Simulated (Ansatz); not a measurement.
## C₂H₆AlFO: molecular dynamics (part 1 of 3)

System: C₂H₆AlFO.
Method: RKS revPBE-d3bjatm/6-31G* (Ansatz 0.2.0).

The geometry comes from this level: PBE0-D4/def2-TZVP. Figures and captions count atoms from 1; the log counts them from 0 in places.

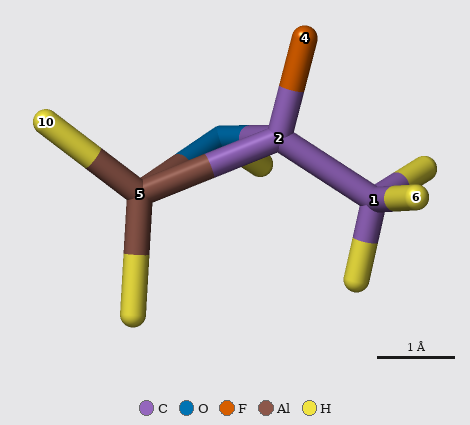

Figure 1. The starting structure (stick view, seen on its broad side; atoms are numbered from 1 in the order of the input). Sticks mark near contacts.

Results in brief

```tsv
quantity	value
outcome	finished
mean temperature over the second half	641 K
trajectory	50 steps, 25 fs
ensemble	nvt_langevin
temperature in the input	1500 K
time step	0.5 fs
potential energy (last step)	−13526.9244 eV
mean-field energy (last step)	−13526.4507 eV
dispersion energy (last step)	−0.4736 eV
SCF solution under orbital rotations (last step)	stable
largest force (length of the vector) (last step)	4.475 eV/Å
dipole moment (last step)	1.92 D
hardware	4 threads of Arm Neoverse V1, 23 GiB of memory available, shared host
wall time	55 s (CPU time 3.4 min)
peak memory	0.14 GiB
```

So short a trajectory is not equilibrated. The logged temperature at the start can lie below the typed one, since it is counted over all degrees of freedom. The temperature stays far from the 1500 K of the thermostat over the second half: the run isn't equilibrated.

The input
```yaml
crystal:
  periodic: [false, false, false]
  atoms:
    - {symbol: C, position_ang: [-1.007236, -0.558145, 0.828655]}
    - {symbol: C, position_ang: [-0.278763, 0.512432, 0.080198]}
    - {symbol: O, position_ang: [1.180978, 0.435291, 0.362462]}
    - {symbol: F, position_ang: [-0.690376, 1.733136, 0.537885]}
    - {symbol: Al, position_ang: [0.779649, 0.240707, -1.561014]}
    - {symbol: H, position_ang: [-2.075908, -0.474276, 0.627302]}
    - {symbol: H, position_ang: [-0.680138, -1.548996, 0.508035]}
    - {symbol: H, position_ang: [-0.857550, -0.452211, 1.911678]}
    - {symbol: H, position_ang: [1.405820, -0.133112, 1.109040]}
    - {symbol: H, position_ang: [1.362728, 1.463322, -2.374103]}
    - {symbol: H, position_ang: [0.926195, -1.275047, -2.009540]}
basis:
  gaussian: {orbitals: "6-31G*"}
hamiltonian: {xc: {name: revPBE}, dispersion: d3bjatm}
md: {timestep: 0.5 fs, n_steps: 50, ensemble: nvt_langevin, temperature: 1500, initial_velocities: maxwell_boltzmann, friction: 0.01, seed: 631}
```

Launch command:
```bash
ansatz run in.yaml --threads 4 --pin off --events-out ev --progress --plain --max-ram 10444MiB
```

Log
```
Functional definition: revPBE
  name "revPBE"
  cite "Zhang & Yang, Phys. Rev. Lett. 80, 890 (1998) doi:10.1103/PhysRevLett.80.890"
  cite "Perdew, Burke & Ernzerhof, Phys. Rev. Lett. 77, 3865 (1996) doi:10.1103/PhysRevLett.77.3865"
  parameter kappa = 1.245
  parameter beta = 0.06672455060314922
  exchange = pbe_x(kappa = kappa, mu = beta*pi^2/3)
  correlation = pbe_c(beta = beta)
1069 factors; their error is unknown
mean field evaluation 1: about -13520.7737 eV, gradient 5.7e1 eV
mean field evaluation 2: about -13509.6156 eV, gradient 9.2e1 eV
mean field evaluation 4: about -13527.5511 eV, gradient 5.6e0 eV
mean field evaluation 8: about -13527.5472 eV, gradient 3.2e-1 eV
mean field evaluation 16: about -13527.5474 eV, gradient 2.2e-5 eV
mean field -13527.54741399 eV, -497.1281981632 hartree, gradient 2.2e-5 eV, S^2 0.000000; 0 other end points of the search recorded, 0 dependent functions left out
the calculation of the forces begins
reference -13527.54746746 eV, -497.1282001283 hartree; 24, 24 occupied and 67, 67 virtual orbitals, 1069 factors
md step     0: t =     0.00 fs  T =  1363.6 K  F+E_penalty+E_count = -13528.05201558 eV  E_kin = 1.938900 eV  (28 SCF iters)
these checks for a lower state are left out or cut short: starts, cluster_reference, orbital_swaps, neighbouring_geometries, increment
1069 factors; their error is unknown
mean field -13527.51354496 eV, -497.1269534991 hartree, gradient 8.0e-6 eV, S^2 0.000000; 0 other end points of the search recorded, 0 dependent functions left out
the calculation of the forces begins
reference -13527.51359838 eV, -497.1269554625 hartree; 24, 24 occupied and 67, 67 virtual orbitals, 1069 factors
md step     1: t =     0.50 fs  T =  1351.0 K  F+E_penalty+E_count = -13528.01737338 eV  E_kin = 1.920901 eV  (32 SCF iters, 3 dispersion substeps)
[... from here on the SCF iterations and repeated set-up lines of each step are left out, up to the last step ...]
md step     2: t =     1.00 fs  T =  1232.9 K  F+E_penalty+E_count = -13527.88518185 eV  E_kin = 1.753067 eV  (32 SCF iters, 3 dispersion substeps)
md step     3: t =     1.50 fs  T =  1130.2 K  F+E_penalty+E_count = -13527.71611265 eV  E_kin = 1.606939 eV  (32 SCF iters, 3 dispersion substeps)
md step     4: t =     2.00 fs  T =  1060.7 K  F+E_penalty+E_count = -13527.57114255 eV  E_kin = 1.508222 eV  (31 SCF iters, 3 dispersion substeps)
md step     5: t =     2.50 fs  T =   978.1 K  F+E_penalty+E_count = -13527.48933649 eV  E_kin = 1.390726 eV  (33 SCF iters, 3 dispersion substeps)
md step     6: t =     3.00 fs  T =   997.9 K  F+E_penalty+E_count = -13527.47868739 eV  E_kin = 1.418806 eV  (31 SCF iters, 3 dispersion substeps)
md step     7: t =     3.50 fs  T =  1040.8 K  F+E_penalty+E_count = -13527.50698513 eV  E_kin = 1.479935 eV  (32 SCF iters, 3 dispersion substeps)
md step     8: t =     4.00 fs  T =  1028.9 K  F+E_penalty+E_count = -13527.54606487 eV  E_kin = 1.462916 eV  (32 SCF iters, 3 dispersion substeps)
md step     9: t =     4.50 fs  T =  1045.3 K  F+E_penalty+E_count = -13527.57310071 eV  E_kin = 1.486235 eV  (32 SCF iters, 3 dispersion substeps)
md step    10: t =     5.00 fs  T =   995.0 K  F+E_penalty+E_count = -13527.57591615 eV  E_kin = 1.414746 eV  (32 SCF iters, 3 dispersion substeps)
md step    11: t =     5.50 fs  T =   917.1 K  F+E_penalty+E_count = -13527.55525110 eV  E_kin = 1.303917 eV  (30 SCF iters, 3 dispersion substeps)
md step    12: t =     6.00 fs  T =   911.5 K  F+E_penalty+E_count = -13527.51123621 eV  E_kin = 1.295981 eV  (31 SCF iters, 3 dispersion substeps)
md step    13: t =     6.50 fs  T =   864.0 K  F+E_penalty+E_count = -13527.44205469 eV  E_kin = 1.228440 eV  (31 SCF iters, 3 dispersion substeps)
md step    14: t =     7.00 fs  T =   823.6 K  F+E_penalty+E_count = -13527.36160115 eV  E_kin = 1.171060 eV  (31 SCF iters, 3 dispersion substeps)
md step    15: t =     7.50 fs  T =   777.6 K  F+E_penalty+E_count = -13527.29681189 eV  E_kin = 1.105612 eV  (33 SCF iters, 3 dispersion substeps)
md step    16: t =     8.00 fs  T =   689.3 K  F+E_penalty+E_count = -13527.27343333 eV  E_kin = 0.980061 eV  (33 SCF iters, 3 dispersion substeps)
md step    17: t =     8.50 fs  T =   744.6 K  F+E_penalty+E_count = -13527.31219980 eV  E_kin = 1.058677 eV  (29 SCF iters, 3 dispersion substeps)
md step    18: t =     9.00 fs  T =   722.5 K  F+E_penalty+E_count = -13527.40068454 eV  E_kin = 1.027320 eV  (32 SCF iters, 3 dispersion substeps)
md step    19: t =     9.50 fs  T =   768.8 K  F+E_penalty+E_count = -13527.51231801 eV  E_kin = 1.093194 eV  (32 SCF iters, 3 dispersion substeps)
md step    20: t =    10.00 fs  T =   835.2 K  F+E_penalty+E_count = -13527.61396316 eV  E_kin = 1.187480 eV  (32 SCF iters, 3 dispersion substeps)
md step    21: t =    10.50 fs  T =   874.3 K  F+E_penalty+E_count = -13527.67092300 eV  E_kin = 1.243117 eV  (32 SCF iters, 3 dispersion substeps)
md step    22: t =    11.00 fs  T =   882.2 K  F+E_penalty+E_count = -13527.66974709 eV  E_kin = 1.254351 eV  (32 SCF iters, 3 dispersion substeps)
md step    23: t =    11.50 fs  T =   854.6 K  F+E_penalty+E_count = -13527.61698308 eV  E_kin = 1.215061 eV  (32 SCF iters, 3 dispersion substeps)
md step    24: t =    12.00 fs  T =   787.2 K  F+E_penalty+E_count = -13527.53087067 eV  E_kin = 1.119220 eV  (32 SCF iters, 3 dispersion substeps)
md step    25: t =    12.50 fs  T =   728.0 K  F+E_penalty+E_count = -13527.43521169 eV  E_kin = 1.035168 eV  (33 SCF iters, 3 dispersion substeps)
md step    26: t =    13.00 fs  T =   682.4 K  F+E_penalty+E_count = -13527.35752610 eV  E_kin = 0.970269 eV  (33 SCF iters, 3 dispersion substeps)
md step    27: t =    13.50 fs  T =   711.7 K  F+E_penalty+E_count = -13527.32146928 eV  E_kin = 1.011936 eV  (32 SCF iters, 3 dispersion substeps)
md step    28: t =    14.00 fs  T =   720.4 K  F+E_penalty+E_count = -13527.33407448 eV  E_kin = 1.024355 eV  (33 SCF iters, 3 dispersion substeps)
md step    29: t =    14.50 fs  T =   754.9 K  F+E_penalty+E_count = -13527.37292389 eV  E_kin = 1.073380 eV  (33 SCF iters, 3 dispersion substeps)
md step    30: t =    15.00 fs  T =   788.6 K  F+E_penalty+E_count = -13527.40106279 eV  E_kin = 1.121282 eV  (33 SCF iters, 3 dispersion substeps)
md step    31: t =    15.50 fs  T =   770.7 K  F+E_penalty+E_count = -13527.39490499 eV  E_kin = 1.095880 eV  (33 SCF iters, 3 dispersion substeps)
md step    32: t =    16.00 fs  T =   746.1 K  F+E_penalty+E_count = -13527.35410821 eV  E_kin = 1.060839 eV  (33 SCF iters, 3 dispersion substeps)
md step    33: t =    16.50 fs  T =   714.5 K  F+E_penalty+E_count = -13527.28716721 eV  E_kin = 1.015920 eV  (32 SCF iters, 3 dispersion substeps)
md step    34: t =    17.00 fs  T =   648.6 K  F+E_penalty+E_count = -13527.19737123 eV  E_kin = 0.922202 eV  (32 SCF iters, 3 dispersion substeps)
md step    35: t =    17.50 fs  T =   602.1 K  F+E_penalty+E_count = -13527.09888242 eV  E_kin = 0.856145 eV  (30 SCF iters, 3 dispersion substeps)
md step    36: t =    18.00 fs  T =   551.9 K  F+E_penalty+E_count = -13527.01402264 eV  E_kin = 0.784728 eV  (31 SCF iters, 3 dispersion substeps)
md step    37: t =    18.50 fs  T =   515.0 K  F+E_penalty+E_count = -13526.95511110 eV  E_kin = 0.732271 eV  (32 SCF iters, 3 dispersion substeps)
md step    38: t =    19.00 fs  T =   483.2 K  F+E_penalty+E_count = -13526.93840901 eV  E_kin = 0.686975 eV  (32 SCF iters, 3 dispersion substeps)
md step    39: t =    19.50 fs  T =   531.5 K  F+E_penalty+E_count = -13526.97408648 eV  E_kin = 0.755753 eV  (33 SCF iters, 3 dispersion substeps)
md step    40: t =    20.00 fs  T =   596.9 K  F+E_penalty+E_count = -13527.03670603 eV  E_kin = 0.848640 eV  (33 SCF iters, 3 dispersion substeps)
md step    41: t =    20.50 fs  T =   696.3 K  F+E_penalty+E_count = -13527.09448983 eV  E_kin = 0.990057 eV  (33 SCF iters, 3 dispersion substeps)
md step    42: t =    21.00 fs  T =   679.8 K  F+E_penalty+E_count = -13527.11743232 eV  E_kin = 0.966558 eV  (32 SCF iters, 3 dispersion substeps)
md step    43: t =    21.50 fs  T =   674.4 K  F+E_penalty+E_count = -13527.08826757 eV  E_kin = 0.958912 eV  (32 SCF iters, 3 dispersion substeps)
md step    44: t =    22.00 fs  T =   634.1 K  F+E_penalty+E_count = -13527.01136049 eV  E_kin = 0.901591 eV  (32 SCF iters, 3 dispersion substeps)
md step    45: t =    22.50 fs  T =   579.2 K  F+E_penalty+E_count = -13526.90880908 eV  E_kin = 0.823513 eV  (32 SCF iters, 3 dispersion substeps)
md step    46: t =    23.00 fs  T =   571.5 K  F+E_penalty+E_count = -13526.82839924 eV  E_kin = 0.812566 eV  (32 SCF iters, 3 dispersion substeps)
md step    47: t =    23.50 fs  T =   556.1 K  F+E_penalty+E_count = -13526.80119151 eV  E_kin = 0.790755 eV  (32 SCF iters, 3 dispersion substeps)
md step    48: t =    24.00 fs  T =   553.8 K  F+E_penalty+E_count = -13526.82920683 eV  E_kin = 0.787367 eV  (32 SCF iters, 3 dispersion substeps)
md step    49: t =    24.50 fs  T =   583.8 K  F+E_penalty+E_count = -13526.87953873 eV  E_kin = 0.830124 eV  (33 SCF iters, 3 dispersion substeps)
these checks for a lower state are left out or cut short: starts, cluster_reference, orbital_swaps, neighbouring_geometries, increment
1069 factors; their error is unknown
mean field -13526.45066134 eV, -497.0878932467 hartree, gradient 1.2e-5 eV, S^2 0.000000; 0 other end points of the search recorded, 0 dependent functions left out
the calculation of the forces begins
reference -13526.45071410 eV, -497.0878951854 hartree; 24, 24 occupied and 67, 67 virtual orbitals, 1069 factors
1069 factors; their error is unknown
mean field evaluation 416: about -13526.5154 eV, gradient 1.1e0 eV
mean field -13526.45066134 eV, -497.0878932467 hartree, gradient 3.5e-5 eV, S^2 0.000000; 1 other end points of the search recorded, 0 dependent functions left out
the calculation of the forces begins
reference -13526.45071410 eV, -497.0878951854 hartree; 24, 24 occupied and 67, 67 virtual orbitals, 1069 factors
md step    50: t =    25.00 fs  T =   601.9 K  F+E_penalty+E_count = -13526.92430210 eV  E_kin = 0.855802 eV  (30 SCF iters, 3 dispersion substeps)
```

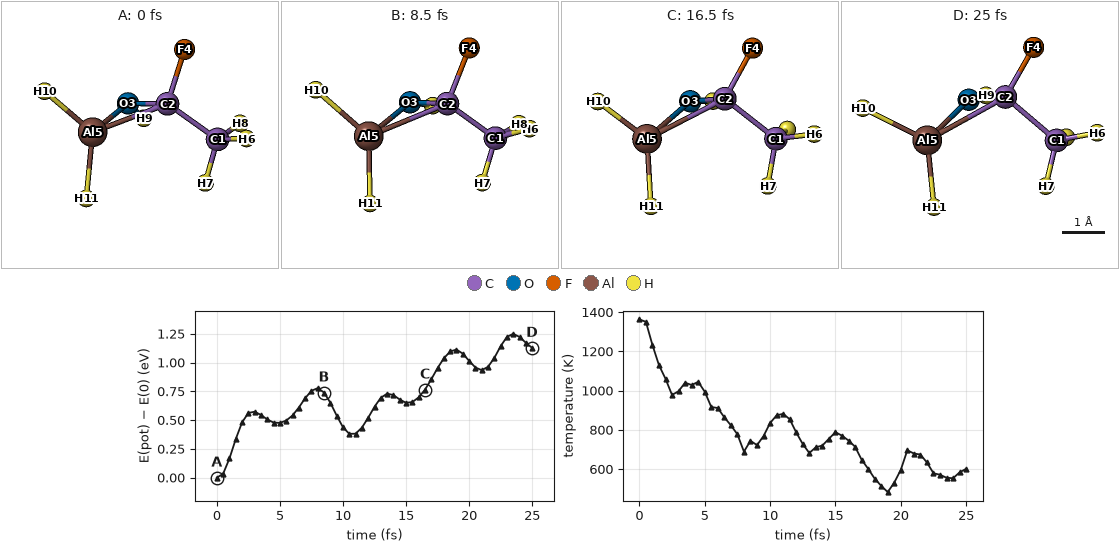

Figure 2. Frames of the molecular dynamics (ball-and-stick, seen at a tilt) above the curves, on which the letters mark them. The trajectory kept here has 51 frames over 25 fs. The temperature starts at 1364 K, ranges from 483 to 1364 K and averages 641 K over the second half. The potential energy ends 1.128 eV above its first value. After an unweighted best fit of the last frame on the first, the root-mean-square displacement is 0.39 Å, and H9 has moved furthest (0.63 Å).

```
Total energy: -13526.92435485 eV, -497.1053011621 hartree
Atom 0 at    -1.119904    -0.431419     0.670946 Å, force     3.965255    -1.589339     1.333788 eV/Å
Atom 1 at    -0.214582     0.759126     0.058344 Å, force    -0.743386    -3.046428     0.192583 eV/Å
Atom 2 at     1.203643     0.456694     0.407994 Å, force     0.243943     0.310073     0.424281 eV/Å
Atom 3 at    -0.721959     1.845457     0.714415 Å, force     0.668486     1.121503    -0.304923 eV/Å
Atom 4 at     0.813853     0.144062    -1.792116 Å, force     0.247415     1.475360     0.950582 eV/Å
Atom 5 at    -2.095946    -0.261214     1.030923 Å, force    -1.764781     0.980303    -0.181826 eV/Å
Atom 6 at    -1.088007    -1.405498     0.105999 Å, force    -0.000422     0.794787     0.077214 eV/Å
Atom 7 at    -0.570676    -0.715886     1.714008 Å, force    -0.814974     0.469630    -1.811602 eV/Å
Atom 8 at     1.470923     0.247759     1.387129 Å, force    -0.933683     0.137294    -1.415040 eV/Å
Atom 9 at     1.954915     1.109722    -2.661620 Å, force    -0.874650    -0.650454     0.665023 eV/Å
Atom 10 at     0.473540    -1.355369    -2.248655 Å, force     0.006796    -0.002729     0.069921 eV/Å
Dipole moment:    -0.017449    -0.261973     0.301869 e Å
```

Trajectory as extended XYZ (Å, eV, eV/Å), 51 frames, from step=0 to step=50
```
11
Properties=species:S:1:pos:R:3:forces:R:3 step=0 time_fs=0.0 energy=-13528.05202 temperature=1363.6
C    -1.0072   -0.5581    0.8287   -0.0693  -0.2177   0.0500
C    -0.2788    0.5124    0.0802   -0.3149  -0.0906  -0.3498
O     1.1810    0.4353    0.3625    0.6731   0.4796  -0.2069
F    -0.6904    1.7331    0.5379   -0.3586   0.8300   0.2461
Al    0.7796    0.2407   -1.5610   -0.0515  -0.0827  -0.4265
H    -2.0759   -0.4743    0.6273   -0.3779   0.0043  -0.0499
H    -0.6801   -1.5490    0.5080    0.0829  -0.3571  -0.0813
H    -0.8576   -0.4522    1.9117    0.0333   0.0277   0.3770
H     1.4058   -0.1331    1.1090    0.2237  -0.5522   0.6617
H     1.3627    1.4633   -2.3741    0.1190   0.2203  -0.1361
H     0.9262   -1.2750   -2.0095    0.0402  -0.2616  -0.0844
11
Properties=species:S:1:pos:R:3:forces:R:3 step=1 time_fs=0.5 energy=-13528.01737 temperature=1351.0
C    -1.0072   -0.5550    0.8239    1.0521   0.0510   1.1282
C    -0.2822    0.5116    0.0790   -0.0464   0.1930  -0.2319
O     1.1796    0.4356    0.3656    0.8450  -0.2366   0.5797
F    -0.6897    1.7367    0.5454   -0.3453   0.6742   0.1387
Al    0.7807    0.2359   -1.5678   -0.0322  -0.0375  -0.3620
H    -2.0406   -0.4603    0.6456   -1.8131   0.0731  -0.3919
H    -0.6831   -1.5336    0.5014    0.1755  -0.7306  -0.1316
H    -0.8738   -0.4433    1.9324    0.1158  -0.0696  -0.3169
H     1.4063   -0.1304    1.1475   -0.0624   0.1433  -0.2782
H     1.3766    1.4661   -2.3785    0.0717   0.1093  -0.0738
H     0.9039   -1.2866   -2.0243    0.0391  -0.1696  -0.0602
11
Properties=species:S:1:pos:R:3:forces:R:3 step=2 time_fs=1.0 energy=-13527.88518 temperature=1232.9
C    -1.0062   -0.5518    0.8199    2.1479   0.2186   2.0135
C    -0.2864    0.5106    0.0774    0.2500   0.4809  -0.1001
O     1.1785    0.4357    0.3684    0.9581  -0.8078   1.2508
F    -0.6892    1.7401    0.5526   -0.3341   0.5250   0.0302
Al    0.7815    0.2306   -1.5750   -0.0078   0.0135  -0.3009
H    -2.0104   -0.4446    0.6620   -3.2353   0.1629  -0.6849
H    -0.6843   -1.5193    0.4924    0.2363  -1.0550  -0.1660
H    -0.8892   -0.4361    1.9526    0.2236  -0.1524  -0.8866
H     1.4067   -0.1293    1.1855   -0.2973   0.7007  -1.1096
H     1.3896    1.4690   -2.3846    0.0196  -0.0066  -0.0091
H     0.8831   -1.2986   -2.0376    0.0391  -0.0799  -0.0373
11
Properties=species:S:1:pos:R:3:forces:R:3 step=3 time_fs=1.5 energy=-13527.71611 temperature=1130.2
C    -1.0041   -0.5484    0.8168    2.9243   0.2180   2.6063
C    -0.2900    0.5094    0.0753    0.5338   0.7705   0.0467
O     1.1777    0.4353    0.3714    1.0186  -1.1903   1.7134
F    -0.6891    1.7431    0.5597   -0.3162   0.3838  -0.0805
Al    0.7826    0.2251   -1.5821    0.0267   0.0773  -0.2584
H    -1.9890   -0.4260    0.6769   -4.3107   0.2459  -0.8878
H    -0.6847   -1.5081    0.4797    0.2336  -1.2420  -0.1563
H    -0.9041   -0.4313    1.9699    0.3563  -0.2148  -1.3022
H     1.4069   -0.1280    1.2200   -0.4654   1.0770  -1.7325
H     1.4039    1.4733   -2.3916   -0.0425  -0.1388   0.0648
H     0.8628   -1.3111   -2.0501    0.0416   0.0134  -0.0134
11
Properties=species:S:1:pos:R:3:forces:R:3 step=4 time_fs=2.0 energy=-13527.57114 temperature=1060.7
C    -1.0015   -0.5446    0.8148    3.1863   0.1012   2.8975
C    -0.2928    0.5079    0.0737    0.7978   1.0641   0.1669
O     1.1772    0.4346    0.3743    1.0475  -1.4287   2.0076
F    -0.6893    1.7460    0.5667   -0.2876   0.2393  -0.1889
Al    0.7842    0.2197   -1.5897    0.0527   0.1440  -0.2130
H    -1.9776   -0.4054    0.6906   -4.8268   0.2886  -0.9894
H    -0.6852   -1.5002    0.4659    0.1778  -1.2942  -0.1067
H    -0.9176   -0.4269    1.9816    0.4973  -0.2630  -1.5413
H     1.4088   -0.1247    1.2501   -0.5885   1.3129  -2.1782
H     1.4197    1.4782   -2.3978   -0.1048  -0.2676   0.1346
H     0.8418   -1.3230   -2.0640    0.0481   0.1034   0.0109
11
Properties=species:S:1:pos:R:3:forces:R:3 step=5 time_fs=2.5 energy=-13527.48934 temperature=978.1
C    -0.9983   -0.5406    0.8140    2.7881  -0.0397   2.9479
C    -0.2952    0.5065    0.0725    1.0385   1.3514   0.2389
O     1.1767    0.4334    0.3767    1.0418  -1.5621   2.1818
F    -0.6898    1.7493    0.5735   -0.2519   0.0967  -0.2889
Al    0.7859    0.2147   -1.5977    0.0585   0.1964  -0.1532
H    -1.9773   -0.3838    0.7037   -4.6384   0.2440  -0.9942
H    -0.6861   -1.4952    0.4519    0.0875  -1.2400  -0.0245
H    -0.9292   -0.4221    1.9882    0.6357  -0.3038  -1.6508
H     1.4082   -0.1198    1.2751   -0.6598   1.4451  -2.4802
H     1.4360    1.4816   -2.4028   -0.1575  -0.3725   0.1889
H     0.8213   -1.3336   -2.0787    0.0574   0.1844   0.0344
```
